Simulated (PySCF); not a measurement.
# C7H14ClN2+: excited states, first hyperpolarisability

Wanted: excited states, first hyperpolarisability for C7H14ClN2+ (`CN(C)/C(Cl)=C/C=[N+](C)C`).

Computed with PySCF 2.14.0 and routines of our own; the level stands in each step. Atoms count from 0.

## (1) The system as given

24 atoms, charge 1, multiplicity 1; geometry from: GFN2-xTB.

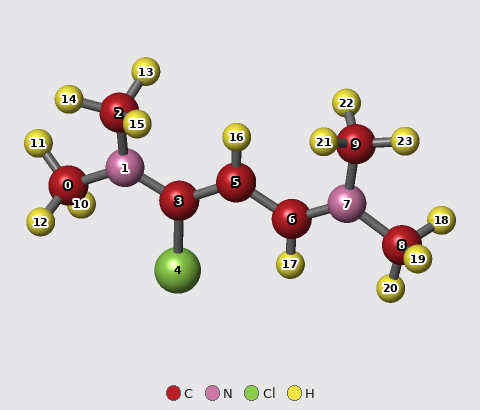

The starting geometry (carbon red, nitrogen pink, chlorine green, hydrogen yellow).

## (2) Optimising the geometry at PBE0-D3(BJ)/def2-SVP

What the job is given:

```
{"job": {"xc": "PBE0", "basis": "def2-SVP", "d3": "d3bj", "grid": 2, "kind": "geom"}, "charge": 1, "multiplicity": 1}
C      3.613501    -0.820551    -0.553202
N      2.389510    -0.099483    -0.283542
C      2.514170     1.311970     0.018668
C      1.197246    -0.673974    -0.345678
Cl     1.155220    -2.304403    -0.898416
C      0.004578    -0.042564     0.004216
C     -1.237208    -0.645584    -0.117696
N     -2.387253    -0.112664     0.222260
C     -3.631020    -0.819082     0.047168
C     -2.479527     1.212970     0.790788
H      3.549968    -1.843007    -0.185644
H      4.440033    -0.326588    -0.048441
H      3.820717    -0.848180    -1.625660
H      2.312803     1.506363     1.073974
H      3.526545     1.636710    -0.204012
H      1.827807     1.898665    -0.591520
H      0.064859     0.953713     0.404870
H     -1.284426    -1.644655    -0.529892
H     -4.133281    -0.936921     1.009325
H     -4.290119    -0.256631    -0.617117
H     -3.459766    -1.803738    -0.381421
H     -2.094198     1.958989     0.094237
H     -1.912495     1.273801     1.720669
H     -3.519398     1.444609     1.003622
```

Launch:

```
$ OMP_NUM_THREADS=1 python excited_run.py task.json out
```

This one command runs all jobs of the session in turn.

The log of the run:

```text
step   0  E = -843.63340259  max force = 0.008814
step   1  E = -843.63488084  max force = 0.006332
step   2  E = -843.63486161  max force = 0.002132
step   3  E = -843.63497962  max force = 0.000939
step   4  E = -843.63490613  max force = 0.002442
step   5  E = -843.63498602  max force = 0.001153
step   6  E = -843.63499811  max force = 0.000458
step   7  E = -843.63500227  max force = 0.000356
optimisation converged
```

It took 3.7 min on 1 thread of Arm Neoverse V1, shared host; peak memory 1.1 GiB.

Along the way: (the energy doesn't fall at every step)

```tsv
step	energy from step 0 (eV)	largest force component (eV/Å)
0	0.0000	0.4532
1	-0.0402	0.3256
2	-0.0397	0.1096
3	-0.0429	0.0483
4	-0.0409	0.1256
5	-0.0431	0.0593
6	-0.0434	0.0236
7	-0.0435	0.0183
```

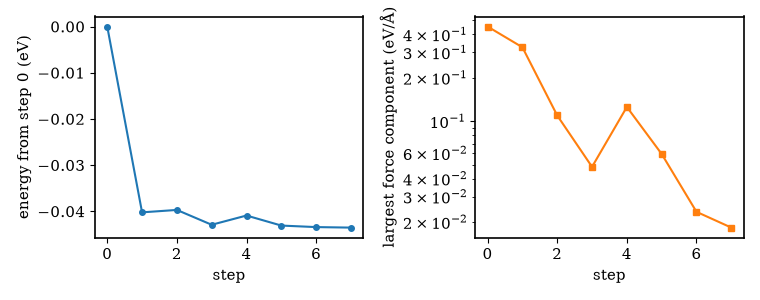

Energy and largest force along the relaxation.

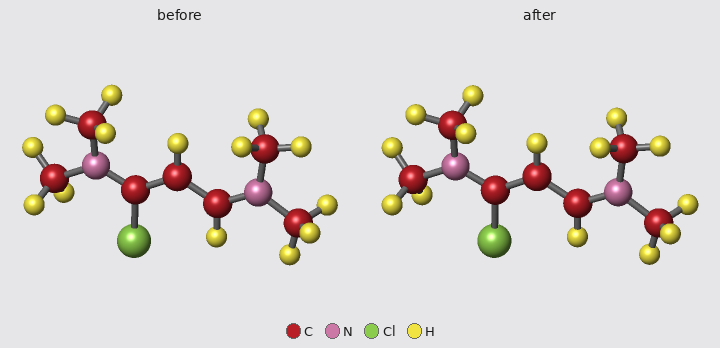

The geometry before (left) and after (right).

Distances of close pairs at the start and the end, largest changes first:

```tsv
bond	before (Å)	after (Å)	change (Å)
C0–N1	1.446	1.458	+0.012
C5–H16	1.076	1.087	+0.012
C6–H17	1.082	1.094	+0.012
N7–C8	1.441	1.453	+0.012
C9–H21	1.091	1.101	+0.010
C9–H22	1.091	1.101	+0.010
C2–H13	1.092	1.102	+0.010
C2–H15	1.090	1.099	+0.010
```

The final coordinates are the input of the step that follows.

```tsv
at the end point	value
point group (found at 0.08 Å tolerance)	C1
rotational constants (GHz, main isotopes)	1.969, 0.581, 0.454
```

## (3) Excited states: TDA CAM-B3LYP/def2-SVPD

What the job is given:

```
{"job": {"kind": "states", "xc": "CAM-B3LYP", "basis": "def2-SVPD", "tda": true, "soc": true, "nstates": 6, "ntriplets": 5, "nquad": 4}, "charge": 1, "multiplicity": 1}
C      3.391507     0.135087     0.466763
N      2.152285     0.846925     0.757236
C      2.256092     2.263031     1.084159
C      0.955057     0.275843     0.712061
Cl     0.903317    -1.357242     0.179435
C     -0.237235     0.925870     1.063121
C     -1.486327     0.320496     0.951158
N     -2.638162     0.867823     1.281070
C     -3.888342     0.146408     1.116668
C     -2.707930     2.215031     1.818975
H      3.329457    -0.907037     0.798546
H      4.208498     0.625609     1.008331
H      3.613856     0.155525    -0.612109
H      2.039461     2.441192     2.149515
H      3.276815     2.598985     0.874486
H      1.565632     2.855691     0.467279
H     -0.161958     1.940364     1.447408
H     -1.547440    -0.698088     0.557860
H     -4.393568     0.036000     2.088197
H     -4.554837     0.692694     0.432051
H     -3.693872    -0.850080     0.702363
H     -2.319674     2.944786     1.091502
H     -2.127368     2.291604     2.751198
H     -3.751879     2.464590     2.038130
```

Method: TDA CAM-B3LYP/def2-SVPD excited states, vertical, gas phase, spin-orbit mean-field couplings.

The log of the run:

```text
coarse grid: 20032 points
cycle   1  E = -843.8606198520  dE =  1.768e+00  |g| = 4.699e-01  |ddm| = 9.124e+00
cycle   2  E = -843.8574435325  dE =  3.176e-03  |g| = 5.293e-01  |ddm| = 3.903e+00
cycle   3  E = -843.9226297507  dE = -6.519e-02  |g| = 7.041e-02  |ddm| = 2.357e+00
cycle   4  E = -843.9232350703  dE = -6.053e-04  |g| = 5.604e-02  |ddm| = 2.354e-01
cycle   5  E = -843.9239665105  dE = -7.314e-04  |g| = 9.120e-03  |ddm| = 1.058e-01
cycle   6  E = -843.9239833310  dE = -1.682e-05  |g| = 3.020e-03  |ddm| = 2.157e-02
cycle   7  E = -843.9239857195  dE = -2.388e-06  |g| = 7.165e-04  |ddm| = 7.794e-03
final grid: 187400 points
cycle   8  E = -844.0408313270  dE = -5.494e-05  |g| = 4.445e-03  |ddm| = 1.801e-01
cycle   9  E = -844.0408324066  dE = -1.080e-06  |g| = 4.129e-03  |ddm| = 2.291e-02
cycle  10  E = -844.0408364482  dE = -4.042e-06  |g| = 6.912e-04  |ddm| = 8.027e-03
cycle  11  E = -844.0408365386  dE = -9.040e-08  |g| = 2.924e-04  |ddm| = 1.747e-03
cycle  12  E = -844.0408365564  dE = -1.779e-08  |g| = 5.785e-05  |ddm| = 6.945e-04
cycle  13  E = -844.0408365572  dE = -8.533e-10  |g| = 1.854e-05  |ddm| = 1.847e-04
converged SCF energy = -844.0408365572

Singlet excitations
state   eV       nm        f     d(h-e)  d(exc)  Lambda  PR(NTO)  |dmu|/D   mu/D   main configurations
  1   4.8257   256.9   1.09345   0.396   3.133   0.677   1.098    0.495    3.410   H->L 0.94
  2   6.2620   198.0   0.01066   1.333   3.619   0.357   1.034    4.283    7.160   H->L+1 0.73, H->L+2 0.14
  3   6.4998   190.8   0.05035   1.601   3.232   0.457   1.035    4.497    2.034   H-2->L 0.56, H-1->L 0.36
  4   6.6206   187.3   0.10708   1.555   3.307   0.520   1.067    4.169    2.146   H-1->L 0.50, H-2->L 0.40
  5   6.7551   183.5   0.03821   0.305   3.825   0.333   1.058                     H->L+2 0.65, H->L+1 0.19
  6   7.1813   172.6   0.00216   0.574   3.992   0.321   1.041                     H->L+3 0.58, H->L+4 0.22, H->L+2 0.12

Triplet excitations (Tamm-Dancoff)
state   eV     d(h-e)  d(exc)  Lambda  PR(NTO)   main configurations
  1   2.7686   0.442   3.064   0.686   1.020   H->L 0.98
  2   4.9470   0.654   2.874   0.685   1.345   H-1->L 0.77, H->L+5 0.13
  3   5.7245   0.428   2.761   0.665   1.945   H->L+5 0.42, H-3->L 0.33, H-1->L 0.13
  4   6.0510   0.300   3.060   0.645   1.741   H-3->L 0.47, H->L+5 0.34
  5   6.1663   1.247   3.556   0.366   1.053   H->L+1 0.71, H->L+2 0.12
S1 - T1 = 2.0570 eV

Spin-orbit couplings |<S|Hso|T>| (cm-1)
             T1       T2       T3       T4       T5
S0        0.534    8.556    8.245   11.411   44.805
S1        0.199    4.265    5.984    2.840   17.606
S2       21.063    8.863   17.200   12.327    3.918
S3       24.728   78.174   86.546   39.809    8.042
S4       16.305   66.275   74.665   32.691    1.518
S5       10.897    7.016   10.016    6.041    3.152
S6        4.358    0.682    4.236    1.892    7.385
T1 sublevels (cm-1): 0.000 0.024 0.028   radiative rates (1/s): 1.37 0.411 0.000722
```

Wall time 2.9 min (1 thread of Arm Neoverse V1, shared host); peak memory 1.5 GiB.

Key values:

```tsv
quantity	value
S1 less T1	2.06 eV
```

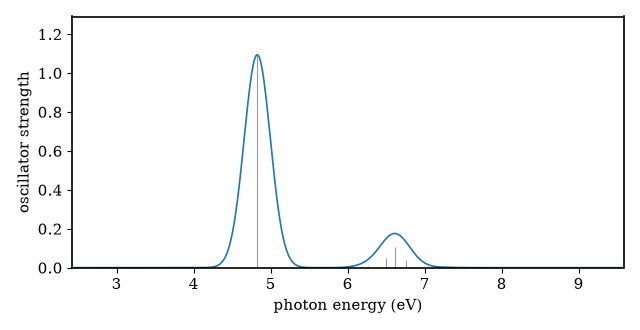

Absorption lines of the singlets. Lines are broadened to a width of 0.40 eV (Gaussian).

The fields below are evaluated on a grid from the run's orbitals.

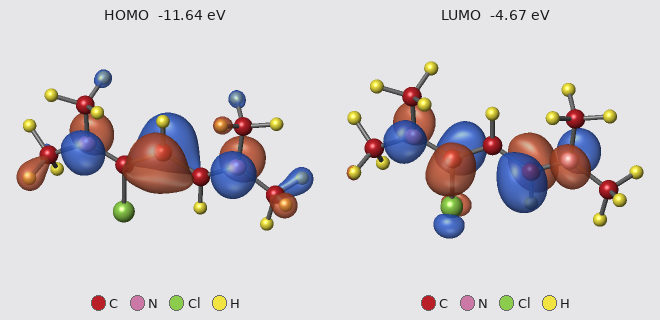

CAM-B3LYP/def2-SVPD orbitals near the gap, drawn at the value that encloses 70 % of each; the two colours are the two signs.

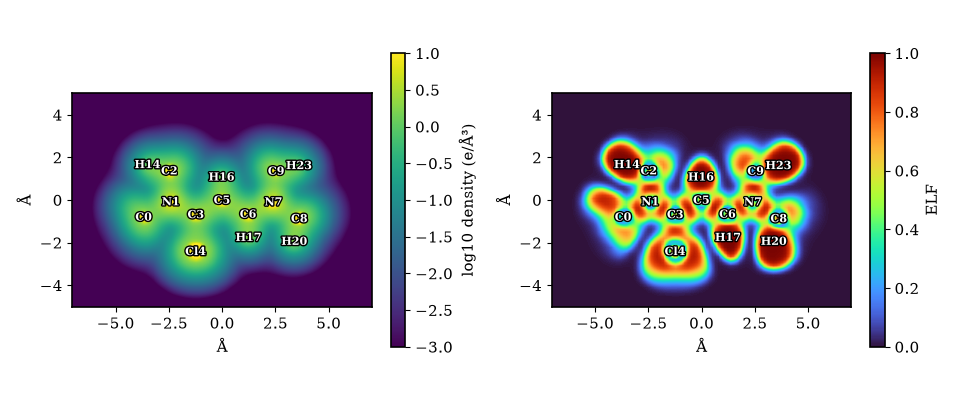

Density (left) and ELF (right) in a plane through or near 15 of the atoms.

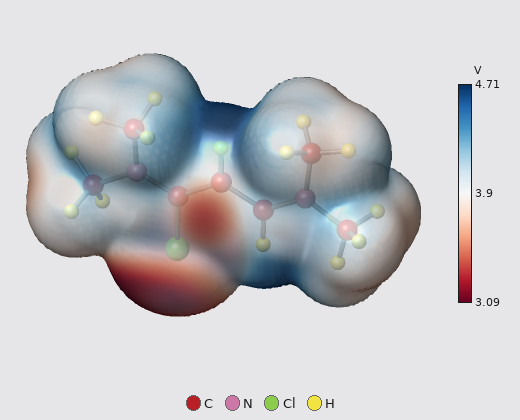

Electrostatic potential on the surface of density 0.002 e/bohr³; red is low, blue high. It runs, from the 1st to the 99th percentile, from 3.09 V near Cl4 to 4.71 V near H16.

## (4) Excited states: TDDFT CAM-B3LYP/def2-SVPD

Settings changed since step 3:

```diff
@@ -1,2 +1,2 @@
-{"job": {"kind": "states", "xc": "CAM-B3LYP", "basis": "def2-SVPD", "tda": true, "soc": true, "nstates": 6, "ntriplets": 5, "nquad": 4}, "charge": 1, "multiplicity": 1}
+{"job": {"kind": "states", "xc": "CAM-B3LYP", "basis": "def2-SVPD", "tpa": true, "nstates": 8, "nquad": 6, "ntriplets": 0}, "charge": 1, "multiplicity": 1}
 C      3.391507     0.135087     0.466763
```

Level: TDDFT CAM-B3LYP/def2-SVPD excited states, vertical, gas phase, two-photon moments by quadratic response.

The log of the run:

```text
coarse grid: 20032 points
cycle   1  E = -843.8606198520  dE =  1.768e+00  |g| = 4.699e-01  |ddm| = 9.124e+00
cycle   2  E = -843.8574435325  dE =  3.176e-03  |g| = 5.293e-01  |ddm| = 3.903e+00
cycle   3  E = -843.9226297507  dE = -6.519e-02  |g| = 7.041e-02  |ddm| = 2.357e+00
cycle   4  E = -843.9232350703  dE = -6.053e-04  |g| = 5.604e-02  |ddm| = 2.354e-01
cycle   5  E = -843.9239665105  dE = -7.314e-04  |g| = 9.120e-03  |ddm| = 1.058e-01
cycle   6  E = -843.9239833310  dE = -1.682e-05  |g| = 3.020e-03  |ddm| = 2.157e-02
cycle   7  E = -843.9239857195  dE = -2.388e-06  |g| = 7.165e-04  |ddm| = 7.794e-03
final grid: 187400 points
cycle   8  E = -844.0408313270  dE = -5.494e-05  |g| = 4.445e-03  |ddm| = 1.801e-01
cycle   9  E = -844.0408324066  dE = -1.080e-06  |g| = 4.129e-03  |ddm| = 2.291e-02
cycle  10  E = -844.0408364482  dE = -4.042e-06  |g| = 6.912e-04  |ddm| = 8.027e-03
cycle  11  E = -844.0408365386  dE = -9.040e-08  |g| = 2.924e-04  |ddm| = 1.747e-03
cycle  12  E = -844.0408365564  dE = -1.779e-08  |g| = 5.785e-05  |ddm| = 6.945e-04
cycle  13  E = -844.0408365572  dE = -8.533e-10  |g| = 1.854e-05  |ddm| = 1.847e-04
converged SCF energy = -844.0408365572

Singlet excitations
state   eV       nm        f     d(h-e)  d(exc)  Lambda  PR(NTO)  |dmu|/D   mu/D   delta(TPA)   sigma/GM   main configurations
  1   4.4933   275.9   0.79507   0.396   3.094   0.671   1.147    0.730    3.644       54.89      0.406   H->L 0.97
  2   6.2545   198.2   0.00950   1.301   3.616   0.361   1.063    4.179    7.057       19.38      0.278   H->L+1 0.72, H->L+2 0.14
  3   6.3929   193.9   0.09289   1.434   3.305   0.631   1.125    3.847    2.287      410.10      6.140   H-1->L 0.80, H-2->L 0.10
  4   6.5592   189.0   0.02008   1.659   3.200   0.337   1.023    4.751    2.151       69.90      1.102   H-2->L 0.86, H-1->L 0.09
  5   6.7490   183.7   0.03358   0.315   3.829   0.332   1.045    0.939    3.270       40.86      0.682   H->L+2 0.66, H->L+1 0.19
  6   7.1748   172.8   0.00295   0.576   3.968   0.328   1.046    2.246    3.585      143.01      2.697   H->L+3 0.57, H->L+4 0.21, H->L+2 0.11
  7   7.2657   170.6   0.01570   0.174   3.020   0.668   1.300                                            H->L+5 0.85, H-3->L 0.08
  8   7.4298   166.9   0.00247   0.401   4.176   0.339   1.140                                            H->L+4 0.60, H->L+3 0.25
```

Run time: 3.4 min. Hardware: 1 thread of Arm Neoverse V1, shared host; peak memory 1.5 GiB.

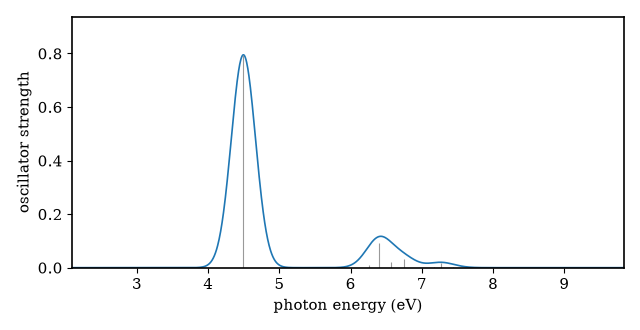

Absorption lines of the singlets. Lines are broadened to a width of 0.40 eV (Gaussian).

## (5) First hyperpolarisability: quadratic response CAM-B3LYP/def2-SVPD

Settings changed since step 4:

```diff
@@ -1,2 +1,2 @@
-{"job": {"kind": "states", "xc": "CAM-B3LYP", "basis": "def2-SVPD", "tpa": true, "nstates": 8, "nquad": 6, "ntriplets": 0}, "charge": 1, "multiplicity": 1}
+{"job": {"kind": "beta", "xc": "CAM-B3LYP", "basis": "def2-SVPD"}, "charge": 1, "multiplicity": 1}
 C      3.391507     0.135087     0.466763
```

Level: quadratic response CAM-B3LYP/def2-SVPD first hyperpolarisability, Taylor convention, gas phase.

The log of the run:

```text
coarse grid: 20032 points
cycle   1  E = -843.8606198520  dE =  1.768e+00  |g| = 4.699e-01  |ddm| = 9.124e+00
cycle   2  E = -843.8574435325  dE =  3.176e-03  |g| = 5.293e-01  |ddm| = 3.903e+00
cycle   3  E = -843.9226297507  dE = -6.519e-02  |g| = 7.041e-02  |ddm| = 2.357e+00
cycle   4  E = -843.9232350703  dE = -6.053e-04  |g| = 5.604e-02  |ddm| = 2.354e-01
cycle   5  E = -843.9239665105  dE = -7.314e-04  |g| = 9.120e-03  |ddm| = 1.058e-01
cycle   6  E = -843.9239833310  dE = -1.682e-05  |g| = 3.020e-03  |ddm| = 2.157e-02
cycle   7  E = -843.9239857195  dE = -2.388e-06  |g| = 7.165e-04  |ddm| = 7.794e-03
final grid: 187400 points
cycle   8  E = -844.0408313270  dE = -5.494e-05  |g| = 4.445e-03  |ddm| = 1.801e-01
cycle   9  E = -844.0408324066  dE = -1.080e-06  |g| = 4.129e-03  |ddm| = 2.291e-02
cycle  10  E = -844.0408364482  dE = -4.042e-06  |g| = 6.912e-04  |ddm| = 8.027e-03
cycle  11  E = -844.0408365386  dE = -9.040e-08  |g| = 2.924e-04  |ddm| = 1.747e-03
cycle  12  E = -844.0408365564  dE = -1.779e-08  |g| = 5.785e-05  |ddm| = 6.945e-04
cycle  13  E = -844.0408365572  dE = -8.533e-10  |g| = 1.854e-05  |ddm| = 1.847e-04
converged SCF energy = -844.0408365572

Lowest singlets (eV, f): 4.4933 0.7951  6.2545 0.0095  6.3929 0.0929

First hyperpolarisability (au)
process     nm      |vector|   parallel      HRS      DR
static         -      344.72     204.23     223.17   2.283
shg       1907.0      378.95     224.89     243.47   2.331
eope      1907.0      355.49     210.73          -       -
shg       1064.0      481.64     286.93     303.68   2.439
eope      1064.0      381.58     226.49          -       -
```

Run time: 2.8 min. Hardware: 1 thread of Arm Neoverse V1, shared host; peak memory 1.5 GiB.

## (6) Outcome

| quantity | value |
| --- | --- |
| point group | C1 |
| rotational constants (main isotopes) | 1.97, 0.58, 0.45 GHz |
| S1 less T1 (step 3, TDA CAM-B3LYP/def2-SVPD) | 2.06 eV |
| β vector (step 5, quadratic response CAM-B3LYP/def2-SVPD) | static 345, SHG 1907.0 nm 379, SHG 1064.0 nm 482 au |

**Reading.** Over 7 steps the energy fell by 0.044 eV; of the close pairs, C0–N1 changed most, 1.446 to 1.458 Å. No frequency check was run at this level, so the end point may be a saddle. In step 3, the number of triplets below S1 is 1, and the largest singlet-triplet spin-orbit coupling is S3–T3, 86.55 cm⁻¹. At CAM-B3LYP/def2-SVPD, counted by nearest atom on the grid, the HOMO lies on C5 30 %; N1, N7 about 19 % each, the LUMO on C3, C6 about 25 % each; N1, N7 about 13 % each. β grows from 345 au (static) to 482 au for doubling at 1064.0 nm: normal dispersion, which grows as twice the photon energy moves toward the bright states.
